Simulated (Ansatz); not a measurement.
| atom | x (Å) | y (Å) | z (Å) |
| --- | --- | --- | --- |
| B | -1.0595 | 0.4074 | 0.1199 |
| H | 1.5963 | -1.7640 | -1.9726 |
| O | -1.3982 | -0.5525 | -0.7959 |
| O | -0.5059 | 1.6140 | -0.2815 |
| H | 1.0898 | -0.2210 | 1.4187 |
| O | -1.2579 | 0.1818 | 1.4708 |
| H | 1.6034 | -1.4326 | -1.2770 |
| O | 1.7425 | -0.1447 | 0.6927 |
| H | -1.1426 | -0.3032 | -1.7032 |
| H | -0.4444 | 2.2390 | 0.4659 |
| H | -1.6622 | -0.6935 | 1.6229 |
| H | 1.4388 | 0.6692 | 0.2392 |

All numbers below come from RKS BLYP-D4/def2-SVP in Ansatz.

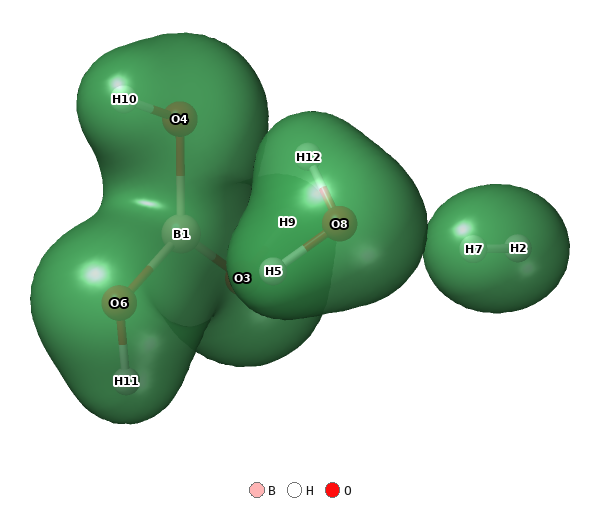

BH3O3···H2···H2O. Isosurface of the electron density at 0.2 e/Å³ (green), seen from one side.

### How is the density connected at this value?

At this value the surface falls into three separate pieces. It bridges the shortest B–O (1.37 Å), H–H (0.77 Å) and O–H (0.97 Å) contacts, where the density stays above the isovalue. It is pinched off along the shortest B···H (2.51 Å) contacts. On the grid the lowest density along these lines, outside the cores, is 0.09 e/Å³ (B···H, 2.51 Å), 1.5 e/Å³ (B–O, 1.37 Å), 1.6 e/Å³ (H–H, 0.77 Å) and 2.3 e/Å³ (O–H, 0.97 Å).
